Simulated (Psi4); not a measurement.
# One shape, several levels: H3NO (hydroxylamine)

We compute a comparison of 3 runs (PBE0/def2-SVP, B3LYP/6-311G**, BCCD/3-21G) of H3NO (hydroxylamine). 

The calculation is run with Psi4 1.11.

## Step 1: The structure to begin with

H3NO has 5 atoms, charge 0, and is taken as a singlet. SMILES: `NO`. The coordinates come from a GFN2-xTB relaxation. This is one conformer, not always the lowest.

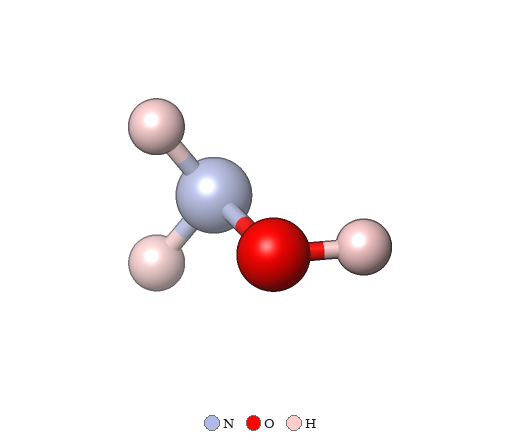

The structure, seen from a chosen angle (nitrogen light blue, oxygen red, hydrogen pink).

## Step 2: A single-point energy at PBE0/def2-SVP (run 1)

Contents of input.dat:

```
memory 1600 MB

molecule {
  0 1
  N
  O 1 R2
  H 1 R3 2 A3
  H 1 R4 3 A4 2 D4
  H 2 R5 1 A5 3 D5

  R2 = 1.431762
  R3 = 1.019648
  A3 = 105.63274
  R4 = 1.019658
  A4 = 107.37058
  D4 = -112.28879
  R5 = 0.966495
  A5 = 105.03378
  D5 = 122.47577
  symmetry c1
}

set {
  puream               true
  e_convergence        1e-09
  d_convergence        1e-08
  scf_type             pk
  dft_radial_points    99
  dft_spherical_points 590
}

energy_value, wavefunction = energy("pbe0/def2-SVP", return_wfn=True)
```

On the command line:

```bash
$ psi4 input.dat output.dat -n 1
```

output.dat:

```text
[...]
  Running in c1 symmetry.
[...]
  Nuclear repulsion =   39.301951053645773
[...]
  Multiplicity = 1
[...]
  Nalpha       = 9
  Nbeta        = 9
[...]
    Number of basis functions: 43
[...]
   @RKS iter   1:  -131.35193652844879   -3.13167e-01   1.19788e-02 DIIS/ADIIS
[...]
   @RKS iter   9:  -131.46592733557341   -5.94014e-12   6.78428e-09 DIIS
[...]
    Orbital Energies [Eh]
    ---------------------
    Doubly Occupied:
       1A    -19.219730     2A    -14.414507     3A     -1.058957
       4A     -0.805301     5A     -0.509595     6A     -0.508114
       7A     -0.435292     8A     -0.295338     9A     -0.256547
[...]
  @RKS Final Energy:  -131.46592733557341
   => Energetics <=
    Nuclear Repulsion Energy =             39.3019510536457730
    One-Electron Energy =                -257.6245477233629799
    Two-Electron Energy =                  99.3410739206860995
    DFT Exchange-Correlation Energy =     -12.4844045865423201
    Empirical Dispersion Energy =           0.0000000000000000
    VV10 Nonlocal Energy =                  0.0000000000000000
    Total Energy =                       -131.4659273355734115
[...]
 Multipole Moments:
 ------------------------------------------------------------------------------------
     Multipole            Electronic (a.u.)      Nuclear  (a.u.)        Total (a.u.)
 ------------------------------------------------------------------------------------
 L = 1.  Multiply by 2.5417464519 to convert [e a0] to [Debye]
 Dipole X            :         -0.0831772            0.0962271            0.0130499
 Dipole Y            :         -0.0569325            0.0750417            0.0181092
 Dipole Z            :          0.7484205           -0.9789572           -0.2305367
 Magnitude           :                                                    0.2316148
[...]
```

Run time: 6.6 s. Hardware: 1 thread of AMD EPYC 7B13 (Zen 3), shared host; peak memory 0.56 GiB.

## Step 3: Energy and forces at B3LYP/6-311G(d,p) (run 2)

Contents of calc.inp:

```
memory 1600 MB

molecule {
  0 1
  N     -0.178910    -0.366440    -0.312920
  O      0.371730     0.674250     0.501760
  H     -0.161770    -1.206140     0.265260
  H     -1.156690    -0.114310    -0.454620
  H      1.125640     1.012630     0.000530
  units angstrom
  symmetry c1
  no_reorient
  no_com
}

set basis 6-311G**
set puream true
set e_convergence 1e-09
set d_convergence 1e-08
set scf_type pk
set dft_radial_points 99
set dft_spherical_points 590

E, wfn = gradient("b3lyp", return_wfn=True)
```

On the command line:

```bash
$ psi4 calc.inp calc.out -n 1
```

calc.out:

```text
[...]
  Running in c1 symmetry.
[...]
  Nuclear repulsion =   39.301944041809605
[...]
  Multiplicity = 1
[...]
  Nalpha       = 9
  Nbeta        = 9
[...]
    Number of basis functions: 54
[...]
   @RKS iter   1:  -131.59366912615619   -2.90327e-01   1.19469e-02 ADIIS/DIIS
[...]
   @RKS iter   9:  -131.75617792994916   -1.20508e-11   9.84715e-09 DIIS
[...]
    Orbital Energies [Eh]
    ---------------------
    Doubly Occupied:
       1A    -19.131572     2A    -14.338240     3A     -1.049143
       4A     -0.799562     5A     -0.500770     6A     -0.498743
       7A     -0.427241     8A     -0.288103     9A     -0.251584
[...]
  @RKS Final Energy:  -131.75617792994916
   => Energetics <=
    Nuclear Repulsion Energy =             39.3019440418096053
    One-Electron Energy =                -257.8840104656304106
    Two-Electron Energy =                 100.2777191939777026
    DFT Exchange-Correlation Energy =     -13.4518307001060666
    Empirical Dispersion Energy =           0.0000000000000000
    VV10 Nonlocal Energy =                  0.0000000000000000
    Total Energy =                       -131.7561779299491604
[...]
 Multipole Moments:
 ------------------------------------------------------------------------------------
     Multipole            Electronic (a.u.)      Nuclear  (a.u.)        Total (a.u.)
 ------------------------------------------------------------------------------------
 L = 1.  Multiply by 2.5417464519 to convert [e a0] to [Debye]
 Dipole X            :         -2.9875670            2.8887298           -0.0988371
 Dipole Y            :         -4.9461898            4.7641885           -0.1820012
 Dipole Z            :         -3.2100426            3.0893432           -0.1206994
 Magnitude           :                                                    0.2397114
[...]
  -Total Gradient:
     Atom            X                  Y                   Z
    ------   -----------------  -----------------  -----------------
       1       -0.003158409297     0.003096813958     0.009085904233
       2       -0.000971117546    -0.004960865238    -0.006431084782
       3        0.001348404815    -0.003475973714    -0.001009454889
       4       -0.002048159432     0.000076404021    -0.003285025454
       5        0.004828853440     0.005263481573     0.001640067655
[...]
```

It took 7.8 s on 1 thread of AMD EPYC 7B13 (Zen 3), shared host; peak memory 0.64 GiB.

## Step 4: A single-point energy at BCCD/3-21G (run 3)

Contents of h3no.sdf:

```

     RDKit          3D

  5  4  0  0  0  0  0  0  0  0999 V2000
   -0.1789   -0.3664   -0.3129 N   0  0  0  0  0  0  0  0  0  0  0  0
    0.3717    0.6743    0.5018 O   0  0  0  0  0  0  0  0  0  0  0  0
   -0.1618   -1.2061    0.2653 H   0  0  0  0  0  0  0  0  0  0  0  0
   -1.1567   -0.1143   -0.4546 H   0  0  0  0  0  0  0  0  0  0  0  0
    1.1256    1.0126    0.0005 H   0  0  0  0  0  0  0  0  0  0  0  0
  2  1  1  0
  3  1  1  0
  4  1  1  0
  5  2  1  0
M  END
$$$$
```

Contents of h3no.py:

```python
import psi4
from rdkit import Chem

psi4.set_memory('1600 MB')
psi4.set_num_threads(1)
psi4.core.set_output_file('run.log', False)

rd = Chem.SDMolSupplier('h3no.sdf', removeHs=False, sanitize=False)[0]
xyz = rd.GetConformer().GetPositions()
atoms = '\n'.join(f'{a.GetSymbol()} {x:.4f} {y:.4f} {z:.4f}' for a, (x, y, z) in zip(rd.GetAtoms(), xyz))
m = psi4.geometry('0 1\n' + atoms + '')

options = {'basis': '3-21G', 'scf_type': 'pk', 'freeze_core': True}
psi4.set_options(options)

E, wfn = psi4.energy('bccd', return_wfn=True)
print(f'bccd energy: {E:.10f} Eh')
for k, v in sorted(psi4.core.scalar_variables().items()):
    print(f'{k:45s} {v:18.10f}')
```

On the command line:

```bash
$ python h3no.py
```

run.log:

```text
[...]
  Running in c1 symmetry.
[...]
  Nuclear repulsion =   39.301898690629059
[...]
  Multiplicity = 1
[...]
  Nalpha       = 9
  Nbeta        = 9
[...]
    Number of basis functions: 24
[...]
   @RHF iter   1:  -130.21252340778705   -6.54003e-01   1.16369e-02 ADIIS/DIIS
[...]
   @RHF iter  11:  -130.25524772297609   -5.11591e-13   3.80882e-09 DIIS
[...]
    Orbital Energies [Eh]
    ---------------------
    Doubly Occupied:
       1A    -20.463510     2A    -15.514291     3A     -1.380871
       4A     -1.067769     5A     -0.676029     6A     -0.649712
       7A     -0.589505     8A     -0.462627     9A     -0.400999
[...]
  @RHF Final Energy:  -130.25524772297609
   => Energetics <=
    Nuclear Repulsion Energy =             39.3018986906290593
    One-Electron Energy =                -256.7036657907233916
    Two-Electron Energy =                  87.1465193771182527
    Total Energy =                       -130.2552477229760939
[...]
 Multipole Moments:
 ------------------------------------------------------------------------------------
     Multipole            Electronic (a.u.)      Nuclear  (a.u.)        Total (a.u.)
 ------------------------------------------------------------------------------------
 L = 1.  Multiply by 2.5417464519 to convert [e a0] to [Debye]
 Dipole X            :          0.3249090           -0.4551567           -0.1302477
 Dipole Y            :          0.5084660           -0.7397373           -0.2312713
 Dipole Z            :          0.3195825           -0.4680820           -0.1484995
 Magnitude           :                                                    0.3041430
[...]
      * MP2 total energy                      = -130.480039731776515
[...]
      * CCSD total energy                     = -130.496095482275706
[...]
      * MP2 total energy                      = -130.484768317849330
[...]
      * CCSD total energy                     = -130.495700250930980
[...]
      * MP2 total energy                      = -130.484784119864685
[...]
      * CCSD total energy                     = -130.495698307069631
[...]
```

On the terminal:

```text
bccd energy: -130.4956983071 Eh
BCCD CORRELATION ENERGY                            -0.2404505841
BCCD TOTAL ENERGY                                -130.4956983071
BRUECKNER CONVERGED                                 1.0000000000
CC D1 DIAGNOSTIC                                    0.0000610859
CC D2 DIAGNOSTIC                                    0.1438518523
CC NEW D1 DIAGNOSTIC                                0.0000610859
CC T1 DIAGNOSTIC                                    0.0000225446
CCSD CORRELATION ENERGY                            -0.2408477593
CCSD DOUBLES ENERGY                                -0.2408477593
CCSD ITERATIONS                                     9.0000000000
CCSD OPPOSITE-SPIN CORRELATION ENERGY              -0.1990111134
CCSD SAME-SPIN CORRELATION ENERGY                  -0.0418366459
CCSD SINGLES ENERGY                                 0.0000000000
CCSD TOTAL ENERGY                                -130.4960954823
CURRENT CORRELATION ENERGY                         -0.2404505841
CURRENT ENERGY                                   -130.4956983071
CURRENT REFERENCE ENERGY                         -130.2552477230
DD SOLVATION ENERGY                                 0.0000000000
HF KINETIC ENERGY                                 129.8829604012
HF POTENTIAL ENERGY                              -260.1382081242
HF TOTAL ENERGY                                  -130.2552477230
HF VIRIAL RATIO                                     2.0028663292
MP2 CORRELATION ENERGY                             -0.2247920088
MP2 DOUBLES ENERGY                                 -0.2247920088
MP2 OPPOSITE-SPIN CORRELATION ENERGY               -0.1743180747
MP2 SAME-SPIN CORRELATION ENERGY                   -0.0504739341
MP2 SINGLES ENERGY                                 -0.0000000000
MP2 TOTAL ENERGY                                 -130.4800397318
NUCLEAR REPULSION ENERGY                           39.3018986906
ONE-ELECTRON ENERGY                              -256.7036657907
PCM POLARIZATION ENERGY                             0.0000000000
PE ENERGY                                           0.0000000000
SCF ITERATION ENERGY                             -130.2552477230
SCF ITERATIONS                                     11.0000000000
SCF TOTAL ENERGY                                 -130.2552477230
TWO-ELECTRON ENERGY                                87.1465193771
```

Wall time 6.3 s (1 thread of AMD EPYC 7B13 (Zen 3), shared host); peak memory 0.21 GiB.

## Step 5: All runs side by side

```csv
run,level,task,Cartesian functions,frozen core orbitals,energy (Eh),dipole moment (D),HOMO energy (eV),LUMO energy (eV),wall time
1,PBE0/def2-SVP,energy,no,0,-131.465927,0.59,-6.98,2.10,6.6 s
2,B3LYP/6-311G**,gradient,no,0,-131.756178,0.61,-6.85,1.20,7.8 s
3,BCCD/3-21G,energy,yes,2,-130.495698,–,-10.91,7.41,6.3 s
```

## Step 6: Summary of results

```
                                          quantity          value
                               run 3: total energy  -130.49570 Eh
        run 3: HOMO energy (Hartree–Fock orbitals)      -10.91 eV
        run 3: LUMO energy (Hartree–Fock orbitals)        7.41 eV
      run 3: HOMO–LUMO gap (Hartree–Fock orbitals)       18.32 eV
run 3: correlation energy (2 core orbitals frozen)     -240.5 mEh
```

What this shows: Totals of different functionals can't be ranked against each other. All runs together took 21 s, the longest 7.8 s.
